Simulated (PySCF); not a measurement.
```
atom    x (Å)    y (Å)    z (Å)
   C   3.3741   0.0547  -0.1307
   C   2.1161  -0.1906  -0.4433
   C   1.0948  -0.7431   0.5052
   C  -0.0059   0.2589   0.7067
   C  -1.2500   0.2076   0.2479
   C  -1.8268  -0.9072  -0.5734
   C  -2.2296   1.3075   0.5435
   H   4.0730   0.4597  -0.8432
   H   3.7628  -0.1458   0.8548
   H   1.7453   0.0246  -1.4371
   H   0.7015  -1.6786   0.1038
   H   1.5669  -0.9555   1.4674
   H   0.2985   1.1263   1.2793
   H  -2.6040  -1.4221  -0.0082
   H  -1.0789  -1.6347  -0.8713
   H  -2.2875  -0.5020  -1.4736
   H  -2.5908   1.7512  -0.3844
   H  -1.7767   2.0889   1.1483
   H  -3.0927   0.9094   1.0773
```

Geometry: GFN2-xTB.

All numbers below come from PBE0/def2-SVPD, SCF density, gas phase (PySCF 2.14.0).

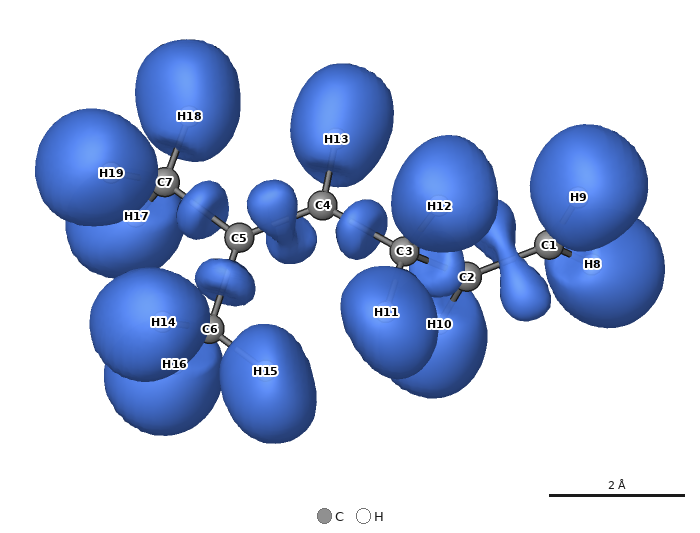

C7H12 (SMILES C=CCC=C(C)C). Isosurface of the electron localisation function at 0.8 (blue), seen at a tilt. Core shells and regions of very low density are left out.

**What do the ELF domains correspond to?**

The surface consists of six regions between bonded C–C atoms (shared pairs) and twelve regions around hydrogen nuclei.

Values along the shortest contacts:
C–C (1.32 Å): the ELF peaks at about 0.95 between the atoms (a multiple bond). C–H (1.08 Å): the ELF climbs to about 1 towards the hydrogen, as it does in any bond to H (a covalent bond by its length).
